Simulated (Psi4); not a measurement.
**AlGeH4Cl (SMILES [Cl][AlH][GeH3]) at wB97X-V/def2-SVP**

Aim: the vertical singlet–triplet gap of AlGeH4Cl at wB97X-V/def2-SVP, from 2 runs. 

The results are computed with Psi4 1.11.

## Step 1: Starting point

AlGeH4Cl has 7 atoms, charge 0, and is taken as a singlet. SMILES: `[Cl][AlH][GeH3]`. The coordinates come from a PBE0-D4/def2-TZVP relaxation.

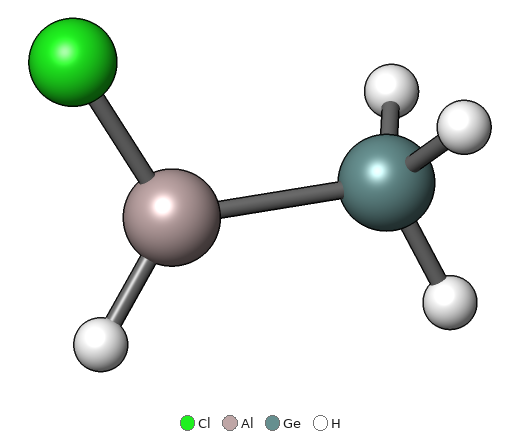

The structure, seen from a chosen angle (chlorine green, aluminium light grey, germanium teal, hydrogen white).

## Step 2: The energy at wB97X-V/def2-SVP

File alclgeh4.json:

```json
{
 "schema_name": "qcschema_input",
 "schema_version": 1,
 "molecule": {
  "schema_name": "qcschema_molecule",
  "schema_version": 2,
  "symbols": ["Cl", "Al", "Ge", "H", "H", "H", "H"],
  "geometry": [-4.7229925, -2.88598974, -0.23980625, -0.80388949, -2.48442294, 0.27306543, 0.94694176, 1.81375913, -0.17631145, 0.71715106, -4.97375916, 0.90706854, 0.42651119, 2.87710802, -2.83440021, -0.27212056, 3.64036841, 1.73250091, 3.82423876, 1.88462386, 0.25152255],
  "molecular_charge": 0,
  "molecular_multiplicity": 1,
  "fix_symmetry": "c1"
 },
 "driver": "energy",
 "model": {
  "method": "wb97x-v",
  "basis": "def2-SVP"
 },
 "keywords": {
  "puream": true,
  "e_convergence": 1e-09,
  "d_convergence": 1e-08,
  "scf_type": "pk",
  "dft_radial_points": 99,
  "dft_spherical_points": 590
 }
}
```

Run with:

```bash
$ psi4 --qcschema alclgeh4.json -n 1 --memory 2200MB
```

stdout:

```text
[...]
  Running in c1 symmetry.
[...]
  Nuclear repulsion =  276.638620393276597
[...]
  Multiplicity = 1
[...]
  Nalpha       = 33
  Nbeta        = 33
[...]
    Number of basis functions: 88
[...]
   @RKS iter   1: -2779.86114801054873   -2.31862e+00   2.70828e-02 DIIS/ADIIS
[...]
   @RKS iter  11: -2781.31330369531042   -2.63753e-11   6.77583e-09 DIIS
[...]
    Orbital Energies [Eh]
    ---------------------
    Doubly Occupied:
       1A   -398.522594     2A   -101.479269     3A    -56.097801
       4A    -49.797487     5A    -44.322429     6A    -44.322427
       7A    -44.322387     8A     -9.544774     9A     -7.302702
      10A     -7.299201    11A     -7.298122    12A     -6.317865
      13A     -4.492053    14A     -4.491943    15A     -4.491616
      16A     -4.286811    17A     -2.838490    18A     -2.832505
      19A     -2.829056    20A     -1.319825    21A     -1.319752
      22A     -1.317824    23A     -1.316958    24A     -1.316916
      25A     -0.934412    26A     -0.680410    27A     -0.537527
      28A     -0.460441    29A     -0.447046    30A     -0.439071
      31A     -0.434745    32A     -0.434208    33A     -0.366478
[...]
  @RKS Final Energy: -2781.31330369531042
   => Energetics <=
    Nuclear Repulsion Energy =            276.6386203932765966
    One-Electron Energy =               -4421.0014107717552179
    Two-Electron Energy =                1460.5449205692329997
    DFT Exchange-Correlation Energy =     -97.7698076739514761
    Empirical Dispersion Energy =           0.0000000000000000
    VV10 Nonlocal Energy =                  0.2743737878863297
    Total Energy =                      -2781.3133036953104238
[...]
 Multipole Moments:
 ------------------------------------------------------------------------------------
     Multipole            Electronic (a.u.)      Nuclear  (a.u.)        Total (a.u.)
 ------------------------------------------------------------------------------------
 L = 1.  Multiply by 2.5417464519 to convert [e a0] to [Debye]
 Dipole X            :          3.2956107           -2.8520298            0.4435809
 Dipole Y            :          5.5407884           -5.5384973            0.0022910
 Dipole Z            :         -0.4241908            0.4896396            0.0654488
 Magnitude           :                                                    0.4483892
[...]
```

The result, in JSON:

```text
{
 "driver": "energy",
 "model": {
  "method": "wb97x-v",
  "basis": "def2-SVP"
 },
 "success": true,
 "return_result": -2781.3133036953104,
 "properties": {
  "calcinfo_nbasis": 88,
  "calcinfo_nmo": 88,
  "calcinfo_nalpha": 33,
  "calcinfo_nbeta": 33,
  "calcinfo_natom": 7,
  "nuclear_repulsion_energy": 276.6386203932766,
  "return_energy": -2781.3133036953104,
  "scf_one_electron_energy": -4421.001410771755,
  "scf_two_electron_energy": 1460.544920569233,
  "scf_vv10_energy": 0.27437378788632966,
  "scf_xc_energy": -97.76980767395148,
  "scf_dipole_moment": [0.4435809210332744, 0.0022910370496633803, 0.06544883556788544],
  "scf_total_energy": -2781.3133036953104,
  "scf_iterations": 11
 }
}
```

It took 2.1 min on 1 thread of Intel Xeon Platinum 8259CL at 2.50GHz (Skylake/Cascade Lake), shared host; peak memory 1.1 GiB.

## Step 3: The triplet

File alclgeh4.xyz:

```xyz
7
AlClGeH4
Cl    -2.499300    -1.527200    -0.126900
Al    -0.425400    -1.314700     0.144500
Ge     0.501100     0.959800    -0.093300
H      0.379500    -2.632000     0.480000
H      0.225700     1.522500    -1.499900
H     -0.144000     1.926400     0.916800
H      2.023700     0.997300     0.133100
```

File job.py:

```python
import psi4

psi4.set_memory(2200000000)
psi4.set_num_threads(1)
psi4.set_output_file('run.log', False)

with open('alclgeh4.xyz') as f:
    atoms = ''.join(f.readlines()[2:])
m = psi4.geometry('0 3\n' + atoms + 'symmetry c1\nno_reorient\nno_com')

psi4.set_options({
    'reference': 'uks',
    'puream': True,
    'e_convergence': 1e-09,
    'd_convergence': 1e-08,
    'scf_type': 'pk',
    'dft_radial_points': 99,
    'dft_spherical_points': 590,
    'maxiter': 100,
})

result, w = psi4.energy('wb97x-v/def2-SVP', molecule=m, return_wfn=True)
print(f'total energy {result:.8f} hartree = {result * 27.211386:.5f} eV')
```

Run with:

```bash
$ python job.py
```

run.log:

```text
[...]
  Running in c1 symmetry.
[...]
  Nuclear repulsion =  276.638620203239896
[...]
  Multiplicity = 3
[...]
  Nalpha       = 34
  Nbeta        = 32
[...]
    Number of basis functions: 88
[...]
   @UKS iter   1: -2779.60769076363977   -2.06516e+00   2.72184e-02 DIIS/ADIIS
[...]
   @UKS iter  18: -2781.15033313060621   -2.13731e-11   7.56782e-09 DIIS
[...]
   @S^2 Observed:                2.004973394E+00
[...]
    Orbital Energies [Eh]
    ---------------------
    Alpha Occupied:
       1A   -398.583519     2A   -101.474308     3A    -56.076665
       4A    -49.857085     5A    -44.383942     6A    -44.381534
       7A    -44.381243     8A     -9.539329     9A     -7.297787
      10A     -7.294290    11A     -7.292613    12A     -6.378995
      13A     -4.558403    14A     -4.550718    15A     -4.549886
      16A     -4.269046    17A     -2.818166    18A     -2.816699
      19A     -2.813801    20A     -1.383639    21A     -1.381854
      22A     -1.381652    23A     -1.375170    24A     -1.375007
      25A     -0.928813    26A     -0.734269    27A     -0.551287
      28A     -0.490658    29A     -0.488911    30A     -0.457754
      31A     -0.449632    32A     -0.430910    33A     -0.406683
      34A     -0.208089
[...]
  @UKS Final Energy: -2781.15033313060621
   => Energetics <=
    Nuclear Repulsion Energy =            276.6386202032398955
    One-Electron Energy =               -4419.2402394157561503
    Two-Electron Energy =                1458.9028518113648261
    DFT Exchange-Correlation Energy =     -97.7252541454911352
    Empirical Dispersion Energy =           0.0000000000000000
    VV10 Nonlocal Energy =                  0.2736884160363904
    Total Energy =                      -2781.1503331306062137
[...]
 Multipole Moments:
 ------------------------------------------------------------------------------------
     Multipole            Electronic (a.u.)      Nuclear  (a.u.)        Total (a.u.)
 ------------------------------------------------------------------------------------
 L = 1.  Multiply by 2.5417464519 to convert [e a0] to [Debye]
 Dipole X            :         56.6465679          -55.7435192            0.9030487
 Dipole Y            :         20.8890892          -19.8906903            0.9983989
 Dipole Z            :          6.0804523           -6.1121302           -0.0316779
 Magnitude           :                                                    1.3465886
[...]
```

Standard output:

```text
total energy -2781.15033313 hartree = -75678.95524 eV
```

Wall time 3.6 min (1 thread of Intel Xeon Platinum 8259CL at 2.50GHz (Skylake/Cascade Lake), shared host); peak memory 1.1 GiB.

## Step 4: Outcome

At wB97X-V/def2-SVP:

| quantity | value |
| --- | --- |
| singlet: total energy | -2781.31330 Eh |
| singlet: dipole moment | 1.14 D |
| singlet: HOMO energy | -9.97 eV |
| singlet: LUMO energy | 0.02 eV |
| singlet: HOMO–LUMO gap | 10.00 eV |
| triplet: total energy | -2781.15033 Eh |
| triplet: dipole moment | 3.42 D |
| triplet: HOMO energy (highest over α and β) | -5.66 eV |
| triplet: LUMO energy (lowest over α and β) | -4.43 eV |
| triplet: ⟨S²⟩ | 2.005 |
| vertical energy of the triplet above the singlet | 4.435 eV |

**Reading.** At this shape the triplet lies 4.43 eV (102 kcal/mol) above the singlet.
